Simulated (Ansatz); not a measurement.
Start from Na3Sb (space group P6_3/mmc, No. 194; a = 5.312 Å, c = 9.453 Å).

Now apply this change: a hydrostatic pressure of 0.3 GPa.

Computed with Ansatz (an electronic-structure program), PBEsol, PAW, cutoff 420 eV, spin-orbit coupling left out.

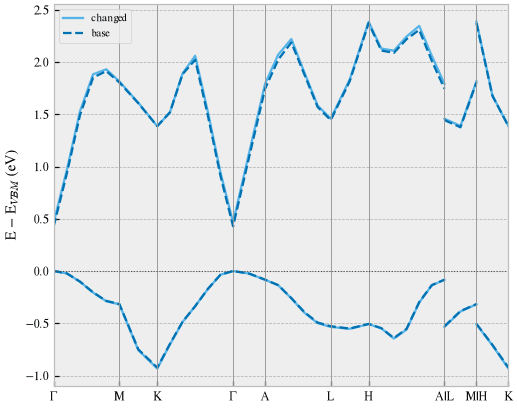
Figure: Highest valence and lowest conduction band along the path, each from its own valence-band maximum

Task: From the figure, how large is the changed gap, and is it direct?

Result: About 0.46 eV, direct at Γ.

Spin-orbit coupling, missing from the scalar runs, can matter with Sb. Load acts through the strain it causes; cell and atoms are relaxed under it. Whether these cells are dynamically stable was not tested.
